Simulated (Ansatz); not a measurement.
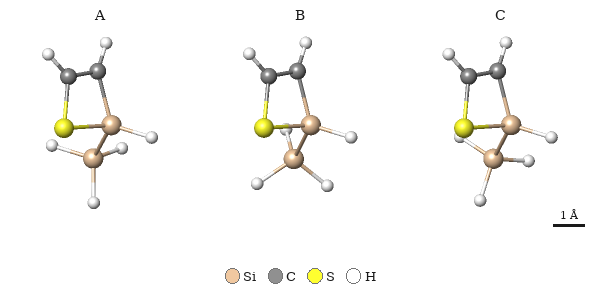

3 geometries from a converged minimum-energy path of C2H6SSi2, shuffled. The picture is a ball-and-stick view, seen from a free direction.

Computed with RKS PBE0-D4/def2-mTZVP in Ansatz 0.2.0. Set-up: 5 movable images; climbing image; force threshold 0.03 eV/Å; iteration limit 60; starting path by image-dependent pair potential.

### Which of them lies highest in energy?

B. In order along the path, whose images run from 0 to 6: B (image 3, +0.059 eV), C (image 5, +0.014 eV), A (image 6, 0.000 eV). The motion is a rotation about the Si–Si bond by about 120°. No bond forms or breaks between the ends.

The run took 46 s on 2 threads of AMD EPYC 9R45 96-Core Processor (Zen 5) (shared host), peak memory 0.31 GiB.
